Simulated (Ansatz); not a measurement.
# UHF/3-21G run of CH4Ga (SMILES [CH3][GaH])

Aim: the vertical electron affinity of CH4Ga at UHF/3-21G, from 2 runs. 

Program for the calculation: Ansatz 0.2.0.

35 further runs of the same task are left out: 35 set aside as unsound or not needed. Runs told in other sessions of the task aren't counted.

## Step 1: The structure to begin with

CH4Ga: 6 atoms, total charge 0, spin state doublet. As SMILES, `[CH3][GaH]`. Geometry: relaxed at PBE0-D4/def2-TZVP.

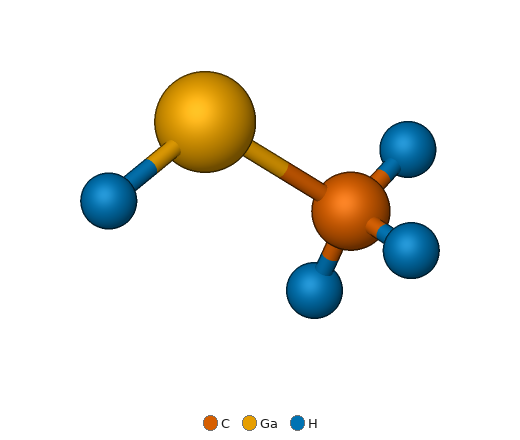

The structure, seen from a chosen angle (carbon orange, gallium amber, hydrogen blue).

## Step 2: A single-point energy at UHF/3-21G

job.yaml

```yaml
crystal:
  periodic: [false, false, false]
  atoms:
    - {symbol: C, position_ang: [-0.029300, -0.418300, -0.518000]}
    - {symbol: Ga, position_ang: [0.685700, 0.372600, 1.162100]}
    - {symbol: H, position_ang: [0.574700, -1.243100, -0.892900]}
    - {symbol: H, position_ang: [-1.046400, -0.775600, -0.328700]}
    - {symbol: H, position_ang: [-0.085700, 0.364700, -1.280300]}
    - {symbol: H, position_ang: [-0.056900, 1.635600, 1.811600]}
basis:
  gaussian: {orbitals: 3-21G-spherical.json}
magnetization: {spin_polarized: true, initial_magnetization: 1}
output: {orbitals: {seedname: orbitals}}
hamiltonian: {xc: hf}
accuracy: high
```

The basis set 3-21G is read from a file made from the Basis Set Exchange's data (not shown).

Command:

```console
$ ansatz run job.yaml --threads 1 --pin off --max-ram 2610MiB --events-out events.jsonl --progress --plain --runs-dir runs
```

The program printed:

```text
Warning: RAYON_NUM_THREADS=1 ignored (pool sized by the plan → 1); use --threads N
Functional definition: HF
  name "HF"
  exchange = exact_x
  correlation = 0
718 factors; integrals over basis functions are off by at most 4.7e-9 eV
mean field evaluation 1: about -53163.2742 eV, gradient 1.4e1 eV
mean field evaluation 2: about -53163.3809 eV, gradient 1.4e1 eV
mean field evaluation 4: about -53164.7107 eV, gradient 1.5e0 eV
mean field evaluation 8: about -53164.7594 eV, gradient 2.1e-1 eV
mean field evaluation 16: about -53164.7610 eV, gradient 1.4e-6 eV
mean field -53164.76099293 eV, -1953.7689301210 hartree, gradient 5.0e-8 eV, S^2 0.752504; 0 other end points of the search recorded, 0 dependent functions left out
reference -53164.76099293 eV, -1953.7689301210 hartree; 21, 20 occupied and 18, 19 virtual orbitals, 718 factors
Total energy: -53164.76099293 eV, -1953.7689301210 hartree
```

It took 0.4 s on 1 thread of Arm Neoverse V2, shared host; peak memory 0.094 GiB.

## Step 3: The singlet anion

input.yaml

```yaml
crystal:
  periodic: [false, false, false]
  atoms:
    - symbol: C
      position_ang: [-0.029300, -0.418300, -0.518000]
    - symbol: Ga
      position_ang: [0.685700, 0.372600, 1.162100]
    - symbol: H
      position_ang: [0.574700, -1.243100, -0.892900]
    - symbol: H
      position_ang: [-1.046400, -0.775600, -0.328700]
    - symbol: H
      position_ang: [-0.085700, 0.364700, -1.280300]
    - symbol: H
      position_ang: [-0.056900, 1.635600, 1.811600]
basis:
  gaussian:
    orbitals: 3-21G-spherical.json
total_charge: -1
hamiltonian:
  xc: hf
accuracy: high
output: {orbitals: {seedname: orbitals}}
```

The basis set 3-21G is read from a file made from the Basis Set Exchange's data (not shown).

Command:

```console
$ ansatz run input.yaml --threads 1 --pin off --max-ram 2610MiB --events-out events.jsonl --progress --plain --runs-dir runs
```

The program printed:

```text
Warning: RAYON_NUM_THREADS=1 ignored (pool sized by the plan → 1); use --threads N
[... 4 set-up lines as earlier in the session ...]
720 factors; integrals over basis functions are off by at most 4.7e-9 eV
mean field evaluation 1: about -53162.8533 eV, gradient 1.4e1 eV
mean field evaluation 2: about -53162.9912 eV, gradient 1.4e1 eV
mean field evaluation 4: about -53163.9038 eV, gradient 1.7e0 eV
mean field evaluation 8: about -53163.9173 eV, gradient 1.1e-3 eV
mean field -53163.91733769 eV, -1953.7379263628 hartree, gradient 1.1e-8 eV, S^2 0.000000; 0 other end points of the search recorded, 0 dependent functions left out
reference -53163.91733769 eV, -1953.7379263628 hartree; 21, 21 occupied and 18, 18 virtual orbitals, 720 factors
Total energy: -53163.91733769 eV, -1953.7379263628 hartree
```

Run time: 0.28 s. Hardware: 1 thread of Arm Neoverse V2, shared host.

## Step 4: What came out

At UHF/3-21G:

```
                                                            quantity           value
                                         doublet CH4Ga: total energy  -1953.76893 Eh
                   doublet CH4Ga: HOMO energy (highest over α and β)        -7.40 eV
                    doublet CH4Ga: LUMO energy (lowest over α and β)         1.00 eV
                                                 doublet CH4Ga: ⟨S²⟩           0.753
                                         singlet anion: total energy  -1953.73793 Eh
                                          singlet anion: HOMO energy         0.30 eV
                                          singlet anion: LUMO energy         6.60 eV
singlet anion: HOMO–LUMO gap (to an unbound level, set by the basis)         6.30 eV
                   vertical electron affinity (to the singlet anion)       -0.844 eV
```

**Reading.** The anion lies 0.84 eV (81.4 kJ/mol) above the neutral: the electron isn't bound at this level, and such a value depends on the basis. Without diffuse functions anions come out too high. Hartree–Fock misses the correlation that binds many anions. The HOMO (singlet anion) lies at positive energy, 0.30 eV: the electron is unbound at this level or held by a compact basis; values depend on the basis.
